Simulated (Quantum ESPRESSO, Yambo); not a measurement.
# Beyond one shot: AlN (F-43m), part 2 of 2

How far does self-consistency move the gap of AlN (F-43m)?

Quantum ESPRESSO 7.5 and Yambo 5.3.0; PBE and many-body steps on it, plane waves. Known limits of the many-body steps: not at the basis limit; coarse k mesh.

So far. Step 5 (evGW0, cycle 1): Against G0W0 in Yambo (4×4×4 mesh, 90 bands, screening to 210.9 eV, Godby-Needs plasmon pole), the gap moves by +0.150 eV. Step 6 (evGW0, cycle 2): Against the cycle before, the gap moves by +0.018 eV.

### 7. evGW0, cycle 3

Level of this step: evGW0 on PBE, plane waves, norm-conserving pseudopotentials (Yambo).

gw4.in reads:

```
HF_and_locXC
gw0
dyson
ppa
em1d
rim_cut
RandQpts= 1000000
RandGvec= 1 RL
EXXRLvcs= 72 Ry
VXCRLvcs= 288 Ry
Chimod= "HARTREE"
% BndsRnXp
 1 | 90 |
%
NGsBlkXp= 15.5 Ry
% LongDrXp
 1 | 1 | 1 |
%
% GbndRnge
 1 | 90 |
%
DysSolver= "n"
ExtendOut
PPAPntXp= 27.21138 eV
% QPkrange
 1 | 8 | 2 | 8 |
%
GfnQPdb= "E < ./gw3_fix/ndb.QP"
```

Run with:

```bash
> OMP_NUM_THREADS=1 mpirun -n 8 yambo -F gw4.in -J gw4,gw1_W -C gw4 > gw4.log
```

Output:

```text
 Yambo, version 5.3.0

 [02] CORE Variables Setup
 =========================

  [... cell, symmetries and grids as in the set-up ...]

  [02.05] Energies & Occupations
  ==============================

  [X] === General ===
  [X] Electronic Temperature                        :  0.000000  0.000000 [eV K]
  [X] Bosonic    Temperature                        :  0.000000  0.000000 [eV K]
  [X] Finite Temperature mode                       : no
  [X] El. density                                   :  0.38398E+24 [cm-3]
[...]
Sx RL components                                 :  1471

   QP @ state[ 1 ] K range                          :   1   8
   QP @ state[ 1 ] b range                          :   2   8
   GF energies kind                                 : Perdew, Burke & Ernzerhof(X)+Perdew, Burke & Ernzerhof(C)+ E < ./gw1/ndb.QP + @E Fit+ E < ./gw2_fix/
   GF WF`s kind                                     : Perdew, Burke & Ernzerhof(X)+Perdew, Burke & Ernzerhof(C)
   Xs energies kind                                 : Perdew, Burke & Ernzerhof(X)+Perdew, Burke & Ernzerhof(C)
   Xs WF`s kind                                     : Perdew, Burke & Ernzerhof(X)+Perdew, Burke & Ernzerhof(C)

 [13] Game Over & Game summary
```

Wall time 46 s (8 MPI ranks of Arm Neoverse V2, shared host); peak memory 2.2 GiB.

Numbers from this step:

```yaml
quasiparticle_gap_on_the_mesh: 4.658 eV
gap_of_the_density_functional_on_the_mesh: 3.325 eV
k_of_the_valence_top: 0, 0, 0
k_of_the_conduction_bottom: 0, -0.5, -0.5
least_direct_quasiparticle_gap_on_the_computed_points: 5.781 eV
```

Against the cycle before, the gap moves by +0.002 eV.

The program's own table gives 4.855 eV, which is too large where the input levels are shifted: this version takes Σc at the unshifted level E₀, yet steps from the shifted one. The value above is the Newton step from E₀, E₀ + Z(Σc + Σx − Vxc), rebuilt from the printed columns.

### 8. evGW, cycle 1

This step: evGW on PBE, plane waves, norm-conserving pseudopotentials.

gw5.in, as its differences from gw4.in of step 7:

```diff
@@ -27,2 +27,3 @@
 %
-GfnQPdb= "E < ./gw3_fix/ndb.QP"
+GfnQPdb= "E < ./gw1/ndb.QP"
+XfnQPdb= "E < ./gw1/ndb.QP"
```

Run with:

```bash
> OMP_NUM_THREADS=1 mpirun -n 8 yambo -F gw5.in -J gw5 -C gw5 > gw5.log
```

Output:

```text
 Yambo, version 5.3.0

 [02] CORE Variables Setup
 =========================

  [... cell, symmetries and grids as in the set-up ...]

  [02.05] Energies & Occupations
  ==============================

  [X] === General ===
  [X] Electronic Temperature                        :  0.000000  0.000000 [eV K]
  [X] Bosonic    Temperature                        :  0.000000  0.000000 [eV K]
  [X] Finite Temperature mode                       : no
  [X] El. density                                   :  0.38398E+24 [cm-3]
[...]
Sx RL components                                 :  1471

   QP @ state[ 1 ] K range                          :   1   8
   QP @ state[ 1 ] b range                          :   2   8
   GF energies kind                                 : Perdew, Burke & Ernzerhof(X)+Perdew, Burke & Ernzerhof(C)+ E < ./gw1/ndb.QP + @E Fit
   GF WF`s kind                                     : Perdew, Burke & Ernzerhof(X)+Perdew, Burke & Ernzerhof(C)
   Xs energies kind                                 : Perdew, Burke & Ernzerhof(X)+Perdew, Burke & Ernzerhof(C)
   Xs WF`s kind                                     : Perdew, Burke & Ernzerhof(X)+Perdew, Burke & Ernzerhof(C)

 [15] Game Over & Game summary
```

Run time: 51 s. Hardware: 8 MPI ranks; peak memory 2.3 GiB.

This step gave:

```yaml
quasiparticle_gap_on_the_mesh: 4.922 eV
gap_of_the_density_functional_on_the_mesh: 3.325 eV
k_of_the_valence_top: 0, 0, 0
k_of_the_conduction_bottom: 0, -0.5, -0.5
least_direct_quasiparticle_gap_on_the_computed_points: 6.042 eV
```

Against G0W0 in Yambo (4×4×4 mesh, 90 bands, screening to 210.9 eV, Godby-Needs plasmon pole), the gap moves by +0.434 eV.

The program's own table gives 5.081 eV, which is too large where the input levels are shifted: this version takes Σc at the unshifted level E₀, yet steps from the shifted one. The value above is the Newton step from E₀, E₀ + Z(Σc + Σx − Vxc), rebuilt from the printed columns.

### 9. evGW, cycle 2

gw6.in, as its differences from gw5.in of step 8:

```diff
@@ -27,3 +27,3 @@
 %
-GfnQPdb= "E < ./gw1/ndb.QP"
-XfnQPdb= "E < ./gw1/ndb.QP"
+GfnQPdb= "E < ./gw5_fix/ndb.QP"
+XfnQPdb= "E < ./gw5_fix/ndb.QP"
```

Run with:

```bash
> OMP_NUM_THREADS=1 mpirun -n 8 yambo -F gw6.in -J gw6 -C gw6 > gw6.log
```

Output:

```text
 Yambo, version 5.3.0

 [02] CORE Variables Setup
 =========================

  [... cell, symmetries and grids as in the set-up ...]

  [02.05] Energies & Occupations
  ==============================

  [X] === General ===
  [X] Electronic Temperature                        :  0.000000  0.000000 [eV K]
  [X] Bosonic    Temperature                        :  0.000000  0.000000 [eV K]
  [X] Finite Temperature mode                       : no
  [X] El. density                                   :  0.38398E+24 [cm-3]
[...]
Sx RL components                                 :  1471

   QP @ state[ 1 ] K range                          :   1   8
   QP @ state[ 1 ] b range                          :   2   8
   GF energies kind                                 : Perdew, Burke & Ernzerhof(X)+Perdew, Burke & Ernzerhof(C)+ E < ./gw1/ndb.QP + @E Fit+ E < ./gw5_fix/
   GF WF`s kind                                     : Perdew, Burke & Ernzerhof(X)+Perdew, Burke & Ernzerhof(C)
   Xs energies kind                                 : Perdew, Burke & Ernzerhof(X)+Perdew, Burke & Ernzerhof(C)
   Xs WF`s kind                                     : Perdew, Burke & Ernzerhof(X)+Perdew, Burke & Ernzerhof(C)

 [15] Game Over & Game summary
```

It took 51 s on 8 MPI ranks; peak memory 2.3 GiB; 6.7 min of CPU time.

This step gave:

| Item | Value |
| --- | --- |
| quasiparticle gap on the mesh | 5.051 eV |
| gap of the density functional on the mesh | 3.325 eV |
| k of the valence top | 0, 0, 0 |
| k of the conduction bottom | 0, -0.5, -0.5 |
| least direct quasiparticle gap on the computed points | 6.179 eV |

Against the cycle before, the gap moves by +0.129 eV.

The program's own table gives 5.257 eV, which is too large where the input levels are shifted: this version takes Σc at the unshifted level E₀, yet steps from the shifted one. The value above is the Newton step from E₀, E₀ + Z(Σc + Σx − Vxc), rebuilt from the printed columns.

### 10. evGW, cycle 3

gw7.in, as its differences from gw6.in of step 9:

```diff
@@ -27,3 +27,3 @@
 %
-GfnQPdb= "E < ./gw5_fix/ndb.QP"
-XfnQPdb= "E < ./gw5_fix/ndb.QP"
+GfnQPdb= "E < ./gw6_fix/ndb.QP"
+XfnQPdb= "E < ./gw6_fix/ndb.QP"
```

Run with:

```bash
> OMP_NUM_THREADS=1 mpirun -n 8 yambo -F gw7.in -J gw7 -C gw7 > gw7.log
```

Output:

```text
 Yambo, version 5.3.0

 [02] CORE Variables Setup
 =========================

  [... cell, symmetries and grids as in the set-up ...]

  [02.05] Energies & Occupations
  ==============================

  [X] === General ===
  [X] Electronic Temperature                        :  0.000000  0.000000 [eV K]
  [X] Bosonic    Temperature                        :  0.000000  0.000000 [eV K]
  [X] Finite Temperature mode                       : no
  [X] El. density                                   :  0.38398E+24 [cm-3]
[...]
Sx RL components                                 :  1471

   QP @ state[ 1 ] K range                          :   1   8
   QP @ state[ 1 ] b range                          :   2   8
   GF energies kind                                 : Perdew, Burke & Ernzerhof(X)+Perdew, Burke & Ernzerhof(C)+ E < ./gw1/ndb.QP + @E Fit+ E < ./gw5_fix/
   GF WF`s kind                                     : Perdew, Burke & Ernzerhof(X)+Perdew, Burke & Ernzerhof(C)
   Xs energies kind                                 : Perdew, Burke & Ernzerhof(X)+Perdew, Burke & Ernzerhof(C)
   Xs WF`s kind                                     : Perdew, Burke & Ernzerhof(X)+Perdew, Burke & Ernzerhof(C)

 [15] Game Over & Game summary
```

It took 51 s on 8 MPI ranks; peak memory 2.3 GiB; 6.7 min of CPU time.

This step gave:

| Item | Value |
| --- | --- |
| quasiparticle gap on the mesh | 5.079 eV |
| gap of the density functional on the mesh | 3.325 eV |
| k of the valence top | 0, 0, 0 |
| k of the conduction bottom | 0, -0.5, -0.5 |
| least direct quasiparticle gap on the computed points | 6.214 eV |

Against the cycle before, the gap moves by +0.028 eV.

The program's own table gives 5.299 eV, which is too large where the input levels are shifted: this version takes Σc at the unshifted level E₀, yet steps from the shifted one. The value above is the Newton step from E₀, E₀ + Z(Σc + Σx − Vxc), rebuilt from the printed columns.

### 11. evGW, cycle 4

gw8.in, as its differences from gw7.in of step 10:

```diff
@@ -27,3 +27,3 @@
 %
-GfnQPdb= "E < ./gw6_fix/ndb.QP"
-XfnQPdb= "E < ./gw6_fix/ndb.QP"
+GfnQPdb= "E < ./gw7_fix/ndb.QP"
+XfnQPdb= "E < ./gw7_fix/ndb.QP"
```

Run with:

```bash
> OMP_NUM_THREADS=1 mpirun -n 8 yambo -F gw8.in -J gw8 -C gw8 > gw8.log
```

Output:

```text
 Yambo, version 5.3.0

 [02] CORE Variables Setup
 =========================

  [... cell, symmetries and grids as in the set-up ...]

  [02.05] Energies & Occupations
  ==============================

  [X] === General ===
  [X] Electronic Temperature                        :  0.000000  0.000000 [eV K]
  [X] Bosonic    Temperature                        :  0.000000  0.000000 [eV K]
  [X] Finite Temperature mode                       : no
  [X] El. density                                   :  0.38398E+24 [cm-3]
[...]
Sx RL components                                 :  1471

   QP @ state[ 1 ] K range                          :   1   8
   QP @ state[ 1 ] b range                          :   2   8
   GF energies kind                                 : Perdew, Burke & Ernzerhof(X)+Perdew, Burke & Ernzerhof(C)+ E < ./gw1/ndb.QP + @E Fit+ E < ./gw5_fix/
   GF WF`s kind                                     : Perdew, Burke & Ernzerhof(X)+Perdew, Burke & Ernzerhof(C)
   Xs energies kind                                 : Perdew, Burke & Ernzerhof(X)+Perdew, Burke & Ernzerhof(C)
   Xs WF`s kind                                     : Perdew, Burke & Ernzerhof(X)+Perdew, Burke & Ernzerhof(C)

 [15] Game Over & Game summary
```

It took 51 s on 8 MPI ranks; peak memory 2.3 GiB; 6.7 min of CPU time.

Numbers from this step:

* quasiparticle gap on the mesh: 5.093 eV
* gap of the density functional on the mesh: 3.325 eV
* k of the valence top: 0, 0, 0
* k of the conduction bottom: 0, -0.5, -0.5
* least direct quasiparticle gap on the computed points: 6.225 eV

Against the cycle before, the gap moves by +0.014 eV.

The program's own table gives 5.315 eV, which is too large where the input levels are shifted: this version takes Σc at the unshifted level E₀, yet steps from the shifted one. The value above is the Newton step from E₀, E₀ + Z(Σc + Σx − Vxc), rebuilt from the printed columns.

### 12. evGW, cycle 5

gw9.in, as its differences from gw8.in of step 11:

```diff
@@ -27,3 +27,3 @@
 %
-GfnQPdb= "E < ./gw7_fix/ndb.QP"
-XfnQPdb= "E < ./gw7_fix/ndb.QP"
+GfnQPdb= "E < ./gw8_fix/ndb.QP"
+XfnQPdb= "E < ./gw8_fix/ndb.QP"
```

Run with:

```bash
> OMP_NUM_THREADS=1 mpirun -n 8 yambo -F gw9.in -J gw9 -C gw9 > gw9.log
```

Output:

```text
 Yambo, version 5.3.0

 [02] CORE Variables Setup
 =========================

  [... cell, symmetries and grids as in the set-up ...]

  [02.05] Energies & Occupations
  ==============================

  [X] === General ===
  [X] Electronic Temperature                        :  0.000000  0.000000 [eV K]
  [X] Bosonic    Temperature                        :  0.000000  0.000000 [eV K]
  [X] Finite Temperature mode                       : no
  [X] El. density                                   :  0.38398E+24 [cm-3]
[...]
Sx RL components                                 :  1471

   QP @ state[ 1 ] K range                          :   1   8
   QP @ state[ 1 ] b range                          :   2   8
   GF energies kind                                 : Perdew, Burke & Ernzerhof(X)+Perdew, Burke & Ernzerhof(C)+ E < ./gw1/ndb.QP + @E Fit+ E < ./gw5_fix/
   GF WF`s kind                                     : Perdew, Burke & Ernzerhof(X)+Perdew, Burke & Ernzerhof(C)
   Xs energies kind                                 : Perdew, Burke & Ernzerhof(X)+Perdew, Burke & Ernzerhof(C)
   Xs WF`s kind                                     : Perdew, Burke & Ernzerhof(X)+Perdew, Burke & Ernzerhof(C)

 [15] Game Over & Game summary
```

Elapsed: 51 s, on 8 MPI ranks; peak memory 2.3 GiB; 6.7 min of CPU time.

This step gave:

- quasiparticle gap on the mesh: 5.098 eV
- gap of the density functional on the mesh: 3.325 eV
- k of the valence top: 0, 0, 0
- k of the conduction bottom: 0, -0.5, -0.5
- least direct quasiparticle gap on the computed points: 6.230 eV

Against the cycle before, the gap moves by +0.005 eV.

The program's own table gives 5.321 eV, which is too large where the input levels are shifted: this version takes Σc at the unshifted level E₀, yet steps from the shifted one. The value above is the Newton step from E₀, E₀ + Z(Σc + Σx − Vxc), rebuilt from the printed columns.

### 13. Side by side

Times are wall times on 8 MPI ranks of Arm Neoverse V2, shared host, good to a factor of about two.

```
           run   mesh  bands  screening cutoff (eV)  DFT gap (eV)  gap on the mesh (eV)  direct (eV)  time
          G0W0  4×4×4     90                  210.9         3.325                 4.488        5.579  51 s
evGW0, cycle 1  4×4×4     90                  210.9         3.325                 4.638        5.756  47 s
evGW0, cycle 2  4×4×4     90                  210.9         3.325                 4.656        5.779  46 s
evGW0, cycle 3  4×4×4     90                  210.9         3.325                 4.658        5.781  46 s
 evGW, cycle 1  4×4×4     90                  210.9         3.325                 4.922        6.042  51 s
 evGW, cycle 2  4×4×4     90                  210.9         3.325                 5.051        6.179  51 s
 evGW, cycle 3  4×4×4     90                  210.9         3.325                 5.079        6.214  51 s
 evGW, cycle 4  4×4×4     90                  210.9         3.325                 5.093        6.225  51 s
 evGW, cycle 5  4×4×4     90                  210.9         3.325                 5.098        6.230  51 s
```

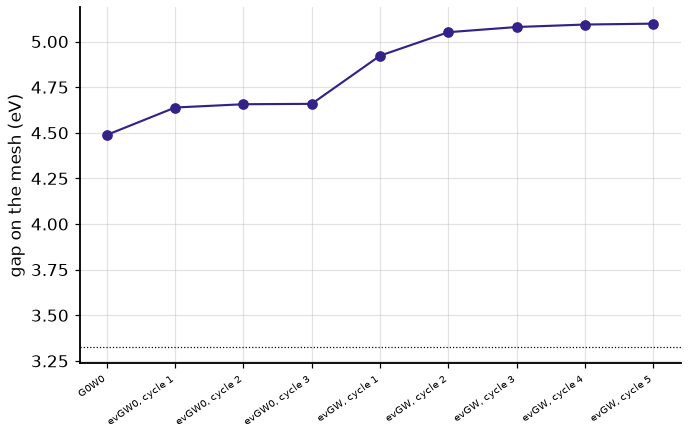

The gap through the cycles; the dotted line is the starting gap.

### 14. What came out

```yaml
g0w0: 4.488 eV
evgw0_cycle_1: 4.638 eV
evgw0_cycle_2: 4.656 eV
evgw0_cycle_3: 4.658 eV
evgw_cycle_1: 4.922 eV
evgw_cycle_2: 5.051 eV
evgw_cycle_3: 5.079 eV
evgw_cycle_4: 5.093 eV
evgw_cycle_5: 5.098 eV
known_limits: not at the basis limit; coarse k mesh
```

evGW0 ends at 4.66 eV, +0.17 eV from G0W0, after 3 cycles that took 2.3 min beside the first screening; the last moved the gap by 0.002 eV. evGW ends at 5.10 eV, +0.61 eV from G0W0, after 5 cycles that took 4.3 min beside the first screening; the last moved the gap by 0.005 eV. Bands and cutoff are finite, so the gap is not at the basis limit. The miss can reach some tenths of an eV and take either sign; the mesh is an error of its own. The 4×4×4 mesh is coarse for this cell, which bears on the long-range parts of exchange and screening.

[Paths, hosts, dates, memory and timing lines, banners, echoed tables and standing remarks are left out of the program output.]

[Logs are printed without paths, hosts, clocks, repeated set-up lines and the standing remarks that a program may print on its own settings, such as how far it seeks lower states.]

[Runs of the session that timed out or met a known fault of the program may be left out.]

[Hosts, paths, dates, database ids (printed as entryN), source tags and the programs' standing remarks are cut or masked in the printed files.]
